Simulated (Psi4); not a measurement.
# BP86/cc-pV(T+d)Z (density fitting, sweep point 4) run of C3H8Si (SMILES CC(C)[SiH])

What is the energy change on altering one bond length of C3H8Si at BP86/cc-pV(T+d)Z (density fitting, sweep point 4)? The job is set up through a Python script.

The results are computed with Psi4 1.11.

### 1 The system as given

C3H8Si has 12 atoms, charge 0, and is taken as a singlet. SMILES: `CC(C)[SiH]`. The coordinates come from a PBE0-D4/def2-TZVP relaxation. This is one conformer, not always the lowest.

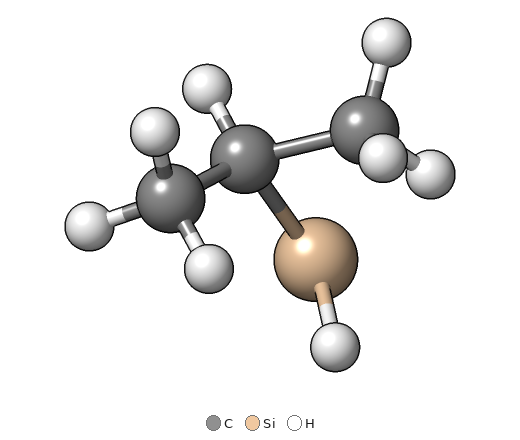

Viewed from a chosen angle; carbon grey, silicon light orange, hydrogen white.

### 2 A single-point energy at BP86/cc-pV(T+d)Z (density fitting, sweep point 4)

Contents of calc.py:

```python
import psi4

psi4.set_memory('1600 MB')
psi4.set_num_threads(1)
psi4.core.set_output_file('c3h8si.out', False)

molecule = psi4.geometry("""
0 1
C     -0.253100     0.907000    -1.062800
C      0.097600    -0.436300    -0.460200
C      0.789900    -0.357500     0.904100
Si    -1.169000    -1.505700     0.467600
H     -0.840100     0.787500    -1.976500
H     -0.850600     1.498900    -0.364400
H      0.640200     1.486400    -1.322400
H      0.694200    -1.034400    -1.150400
H      0.750400     0.645900     1.325000
H      0.284700    -1.010900     1.698600
H      1.807500    -0.747500     0.908500
H     -1.874800    -0.288600     1.067000
units angstrom
symmetry c1
""")

psi4.set_options(dict(basis='cc-pV(T+d)Z', reference='rks', puream=True, scf_type='df', dft_radial_points=99, dft_spherical_points=590))

energy_value = psi4.energy("bp86")
print(f'bp86 energy: {energy_value:.10f} Eh')
```

Run with:

```console
python calc.py
```

c3h8si.out:

```text
[...]
  Running in c1 symmetry.
[...]
  Nuclear repulsion =  159.990973078613564
[...]
  Multiplicity = 1
[...]
  Nalpha       = 20
  Nbeta        = 20
[...]
    Number of basis functions: 241
[...]
   @DF-RKS iter   1:  -407.87993063650072    2.76314e-01   5.01697e-03 DIIS/ADIIS
[...]
   @DF-RKS iter  10:  -408.63771447815941   -8.58533e-08   3.29294e-07 DIIS
[...]
    Orbital Energies [Eh]
    ---------------------
    Doubly Occupied:
       1A    -65.464319     2A     -9.932838     3A     -9.902956
       4A     -9.893505     5A     -5.048990     6A     -3.466270
       7A     -3.458214     8A     -3.455232     9A     -0.739067
      10A     -0.644212    11A     -0.537341    12A     -0.467990
      13A     -0.426686    14A     -0.379489    15A     -0.365627
      16A     -0.346872    17A     -0.327074    18A     -0.314388
      19A     -0.247504    20A     -0.190790
[...]
  @DF-RKS Final Energy:  -408.63771447815941
   => Energetics <=
    Nuclear Repulsion Energy =            159.9909730786135640
    One-Electron Energy =                -877.3636260217554081
    Two-Electron Energy =                 348.9001939017290965
    DFT Exchange-Correlation Energy =     -40.1652554367466905
    Empirical Dispersion Energy =           0.0000000000000000
    VV10 Nonlocal Energy =                  0.0000000000000000
    Total Energy =                       -408.6377144781594097
[...]
 Multipole Moments:
 ------------------------------------------------------------------------------------
     Multipole            Electronic (a.u.)      Nuclear  (a.u.)        Total (a.u.)
 ------------------------------------------------------------------------------------
 L = 1.  Multiply by 2.5417464519 to convert [e a0] to [Debye]
 Dipole X            :         -2.5173872            3.1032795            0.5858923
 Dipole Y            :         -4.9096748            5.3365084            0.4268336
 Dipole Z            :          0.3291765           -0.4259612           -0.0967848
 Magnitude           :                                                    0.7313167
[...]
```

Standard output:

```text
bp86 energy: -408.6377144782 Eh
```

Wall time 2.3 min (1 thread of Intel Xeon Platinum 8259CL at 2.50GHz (Skylake/Cascade Lake), shared host); peak memory 1.4 GiB.

### 3 The distorted shape, same level

Contents of calc.py:

```python
import psi4

psi4.set_memory(1600000000)
psi4.set_num_threads(1)
psi4.core.set_output_file('output.dat', False)

m = psi4.geometry("""
0 1
C     -0.533652     1.981609    -1.544866
C      0.097600    -0.436300    -0.460200
C      0.789900    -0.357500     0.904100
Si    -1.169000    -1.505700     0.467600
H     -1.120652     1.862109    -2.458566
H     -1.131152     2.573509    -0.846466
H      0.359648     2.561009    -1.804466
H      0.694200    -1.034400    -1.150400
H      0.750400     0.645900     1.325000
H      0.284700    -1.010900     1.698600
H      1.807500    -0.747500     0.908500
H     -1.874800    -0.288600     1.067000
units angstrom
symmetry c1
""")

psi4.set_options({
    'basis': 'cc-pV(T+d)Z',
    'puream': True,
    'scf_type': 'df',
    'dft_radial_points': 99,
    'dft_spherical_points': 590,
})

result, w = psi4.energy("bp86", molecule=m, return_wfn=True)
print(f'total energy {result:.8f} hartree = {result * 27.211386:.5f} eV')
```

Run with:

```console
python calc.py
```

output.dat:

```text
[...]
  Running in c1 symmetry.
[...]
  Nuclear repulsion =  142.328841889915054
[...]
  Multiplicity = 1
[...]
  Nalpha       = 20
  Nbeta        = 20
[...]
    Number of basis functions: 241
[...]
   @DF-RKS iter   1:  -407.00345549417460    6.38740e-01   6.40623e-03 DIIS/ADIIS
[...]
   @DF-RKS iter  13:  -408.50117457316458   -5.63589e-08   3.39359e-07 DIIS
[...]
    Orbital Energies [Eh]
    ---------------------
    Doubly Occupied:
       1A    -65.477425     2A     -9.939363     3A     -9.933441
       4A     -9.914738     5A     -5.061317     6A     -3.478619
       7A     -3.470273     8A     -3.468025     9A     -0.723468
      10A     -0.605190    11A     -0.552182    12A     -0.466205
      13A     -0.412835    14A     -0.359608    15A     -0.349560
      16A     -0.345578    17A     -0.344226    18A     -0.258324
      19A     -0.235822    20A     -0.194856
[...]
  @DF-RKS Final Energy:  -408.50117457316458
   => Energetics <=
    Nuclear Repulsion Energy =            142.3288418899150543
    One-Electron Energy =                -841.9339753902049779
    Two-Electron Energy =                 331.0678318615157423
    DFT Exchange-Correlation Energy =     -39.9638729343904302
    Empirical Dispersion Energy =           0.0000000000000000
    VV10 Nonlocal Energy =                  0.0000000000000000
    Total Energy =                       -408.5011745731645760
[...]
 Multipole Moments:
 ------------------------------------------------------------------------------------
     Multipole            Electronic (a.u.)      Nuclear  (a.u.)        Total (a.u.)
 ------------------------------------------------------------------------------------
 L = 1.  Multiply by 2.5417464519 to convert [e a0] to [Debye]
 Dipole X            :         -2.3011922            2.7543216            0.4531294
 Dipole Y            :         -6.5210168            6.6731352            0.1521184
 Dipole Z            :          1.2448759           -1.0255675            0.2193084
 Magnitude           :                                                    0.5258920
[...]
```

Standard output:

```text
total energy -408.50117457 hartree = -11115.88314 eV
```

It took 2.3 min on 1 thread of Intel Xeon Platinum 8259CL at 2.50GHz (Skylake/Cascade Lake), shared host; peak memory 1.4 GiB.

### 4 Summary of results

At BP86/cc-pV(T+d)Z (density fitting, sweep point 4):

```
                                                         quantity          value
                                        first shape: total energy  -408.63771 Eh
                                       first shape: dipole moment         1.86 D
                                         first shape: HOMO energy       -5.19 eV
                                         first shape: LUMO energy       -2.28 eV
                                       first shape: HOMO–LUMO gap        2.92 eV
                                    distorted shape: total energy  -408.50117 Eh
                                   distorted shape: dipole moment         1.34 D
                                     distorted shape: HOMO energy       -5.30 eV
                                     distorted shape: LUMO energy       -3.40 eV
                                   distorted shape: HOMO–LUMO gap        1.90 eV
energy change with the C1–C2 bond stretched from 1.513 to 2.724 Å       3.715 eV
```

What this shows: One bond (distorted shape) is far stretched, which a spin-restricted single reference describes badly; a broken-symmetry solution may lie lower. With the C1–C2 bond stretched from 1.513 to 2.724 Å the energy rises by 3.72 eV (86 kcal/mol). The first shape isn't relaxed at this level, so the change isn't measured from a minimum. A restricted reference can't describe the breaking bond well at this length.
